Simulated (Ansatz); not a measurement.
**Pressure series in As**

Base system: As in the A7 type structure (space group R-3m, No. 166; a = 3.784 Å, c = 10.107 Å (hexagonal axes); layered).

Cell and atoms are relaxed at each pressure.

The values are results of PBE-D3(BJ)/PAW in Ansatz (an electronic-structure program), no spin-orbit coupling, earlier PAW set, not measurements.

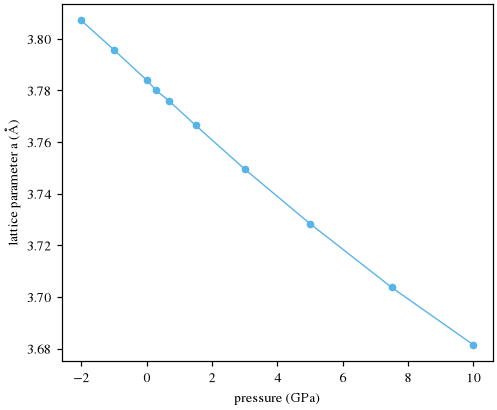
Figure: Lattice parameter a against pressure

Task: From the plot, what is the lattice parameter a for pressure 10 GPa?

Result: About 3.68 Å.

Task: Is the trend monotonic over the range shown?

Result: Yes, it falls throughout, spanning 3.681 Å to 3.807 Å.

The mesh was chosen for an insulator and is coarse for the gapless case. Load acts through the strain it causes; cell and atoms are relaxed under it. Whether these cells are dynamically stable was not tested. Competing high-pressure phases were not computed.
